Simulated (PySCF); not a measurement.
# C6H15Ga: what the fields show

```xyz
22

C    -1.1770    2.6000    0.4515
C    -0.9301    1.6818   -0.7475
Ga    0.1492    0.0754   -0.2947
C    -0.6119   -1.7548   -0.4012
C    -2.0927   -1.8438   -0.7543
C     2.0196    0.3134    0.3297
C     2.8464   -0.9640    0.4418
H    -1.7448    3.5047    0.1739
H    -0.2342    2.9437    0.9081
H    -1.7538    2.0988    1.2466
H    -1.8874    1.3749   -1.2004
H    -0.3821    2.2366   -1.5303
H    -0.0013   -2.3153   -1.1338
H    -0.4058   -2.2524    0.5642
H    -2.4547   -2.8853   -0.7998
H    -2.7228   -1.3179   -0.0185
H    -2.3083   -1.3871   -1.7339
H     1.9581    0.8194    1.3121
H     2.5137    1.0491   -0.3300
H     2.3748   -1.6998    1.1133
H     3.8619   -0.7784    0.8317
H     2.9658   -1.4621   -0.5343
```

Geometry: PBE0-D3(BJ)/ma-def2-SVP.

Theory: DFT single point, gas phase, functional wB97X (PySCF 2.14.0, density-fitted response routines).

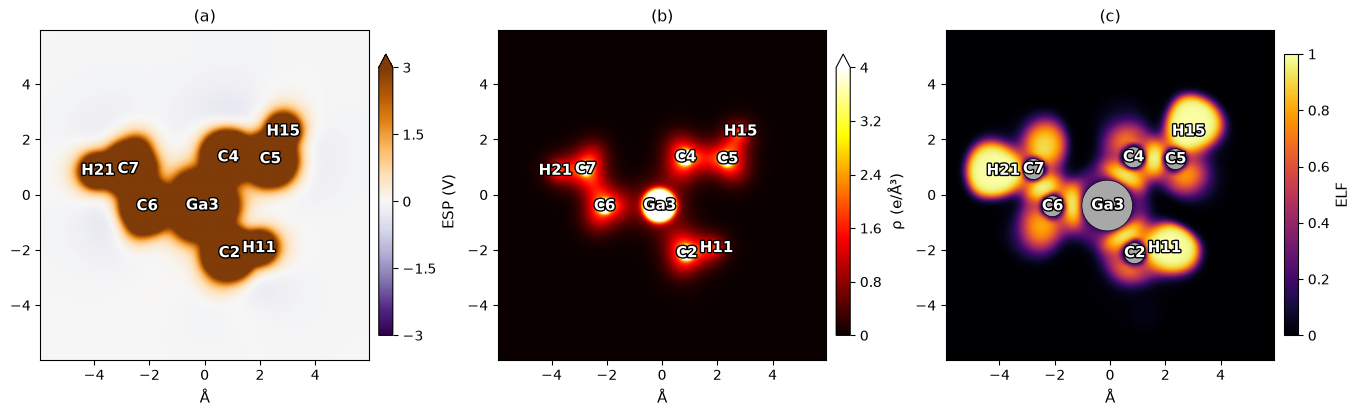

Figure 1. (a) electrostatic potential; (b) total electron density; (c) electron localisation function on the plane of atoms C2, Ga3 and C4. Grey discs cover the atomic cores in the ELF map.

**What does the map show?**

- The section cuts through C, Ga and H sites.
- C–C (1.53 Å): ρ at the midpoint is about 1.6 e/Å³; the ELF peaks at about 0.95 between the atoms, as expected for localised, covalent bonding.
- C–Ga (1.99 Å): ρ is about 0.79 e/Å³ halfway; the ELF peaks at about 0.95 in the valence shell of C, 0.7 Å from its nucleus, and is about 0.60 at the midpoint.
- C–H (1.10 Å): ρ is about 1.9 e/Å³ halfway; the ELF climbs to about 1 towards the hydrogen, as it does in any bond to H (a covalent bond by its length).
- The potential has no marked negative region in this plane.

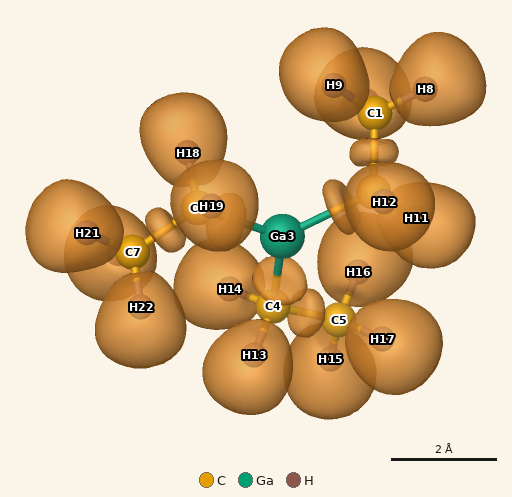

Figure 2. Isosurface of the ELF at 0.8 (orange), seen at an oblique angle. Core shells and regions of very low density are left out.

**Where are the electrons localised?**

The surface consists of three regions between bonded C–C atoms (shared pairs), 15 regions around hydrogen nuclei and three lobes of the valence shell of C pointing towards Ga (polar bonds).

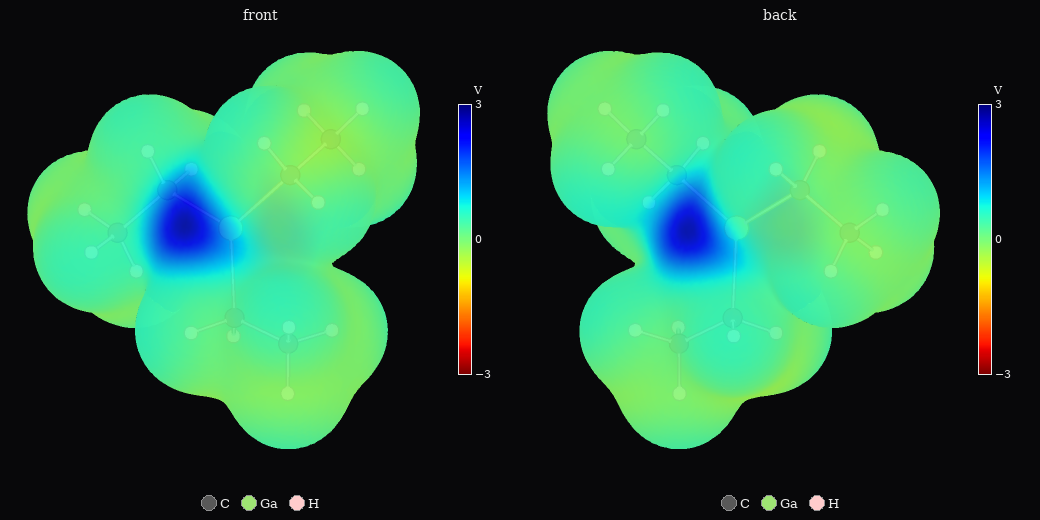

Figure 3. The electrostatic potential painted on the density surface at 0.002 e/bohr³, seen from the front and from behind; red is negative and blue positive.

**Where is the surface potential most negative and most positive?**

The most negative region (about −0.3 V) lies over C2, C4 and C6, the most positive (about +2.5 V) over Ga3.

**How polar is the molecule by this calculation?**

Its dipole moment is 0.12 D.
